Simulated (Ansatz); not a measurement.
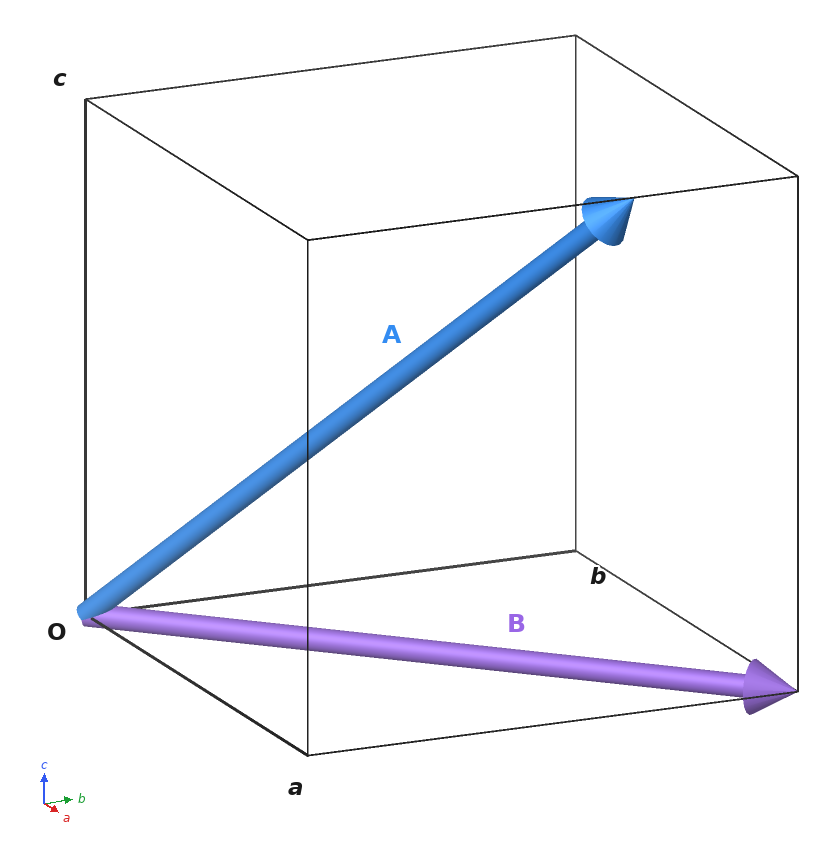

Crystal: PbSe, the geometry relaxed with Ansatz, DFT r2SCAN, scalar-relativistic, plane waves, PAW. Each arrow starts at a corner of the unit cell and ends on its surface; where a tip isn't a corner, dashed lines run from it parallel to the axes. Geometry calculated from the standardised cell; symmetry tolerance 0.002 Å.

a = 6.179 Å, b = 6.179 Å, c = 6.179 Å, α = 90.00°, β = 90.00°, γ = 90.00°.

Q: Which lattice directions are drawn?

A: Arrow A runs from (0, 0, 0) to (1, 2/3, 1), so [3 2 3]; Arrow B runs from (0, 0, 0) to (1, 1, 0), so [1 1 0].

Q: How long is the vector ua + vb + wc in each case, and what angles do the directions make?

A: A 28.983 Å; B 8.739 Å. A–B: 41.1°.

Q: In Fm-3m (No. 225), how many directions are equivalent to A (Laue class m-3m, both senses counted)?

A: 24.
